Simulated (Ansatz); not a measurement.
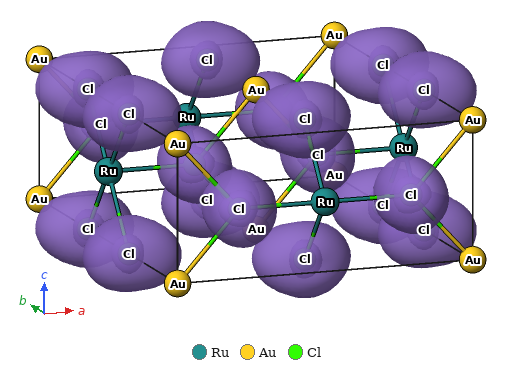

*RuAuCl$_{4}$. Isosurface of the electron localisation function at 0.75 (purple), seen slightly off an axis. Core shells and regions of very low density are left out. Sticks mark near contacts.*

Space group Cmmm; a structure from a database of computed crystals, not necessarily the ambient phase; a generated structure, not necessarily the stable one; computed without spin polarisation.

Theory: Ansatz 0.2.0, DFT PBE, scalar-relativistic, plane waves, PAW.

**Identify the bonds, lone pairs and shells in this picture.**

The surface consists of eight regions wrapped around Cl (the valence shell of each), counted in one cell of 12 atoms. Any copies at cell faces, edges or corners count once. Along the contacts the grid gives the following. Ru–Cl (2.36 Å): the ELF peaks at about 0.85 in the valence shell of Cl, 0.7 Å from its nucleus, and is about 0.30 at the midpoint. Au–Cl (2.50 Å): the ELF peaks at about 0.85 in the valence shell of Cl, 0.7 Å from its nucleus, and drops to about 0.20 between the two atoms.
